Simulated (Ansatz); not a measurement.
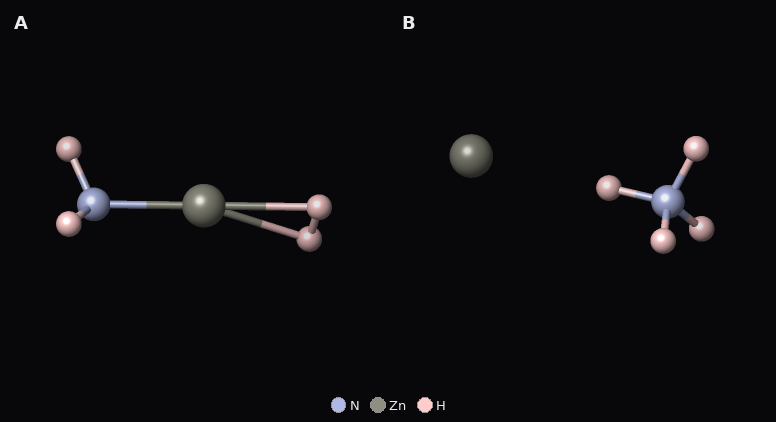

2 stationary structures of one formula. State: charge +1, singlet. Geometries: PBE0-D4/def2-TZVP. Electronic energies: PBE0-D4/def2-TZVPP (Ansatz 0.2.0), without zero-point energy. No frequency run is at hand to confirm each as a minimum.

> Which is lowest in energy, and by how much?

B is lowest; A lies 52.0 kcal/mol above it (Cs).

Give E(B) − E(A) in kcal/mol at these levels too: PBE0-D4/def2-TZVP; RHF-CCSD(T) (frozen core) with 3s3p of Cu, Zn/def2-TZVPP; r2SCAN-D4/def2-TZVPP; ωB97M-V/def2-TZVPP; B3LYP-D4/def2-TZVPP; PBE0-D4/def2-TZVPP; PBE-D4/def2-TZVPP.

```tsv
level	E(B) − E(A) (kcal/mol)
PBE0-D4/def2-TZVP	−52.3
RHF-CCSD(T) (frozen core) with 3s3p of Cu, Zn/def2-TZVPP	−48.0
r2SCAN-D4/def2-TZVPP	−46.7
ωB97M-V/def2-TZVPP	−50.6
B3LYP-D4/def2-TZVPP	−54.4
PBE0-D4/def2-TZVPP	−52.0
PBE-D4/def2-TZVPP	−51.7
```
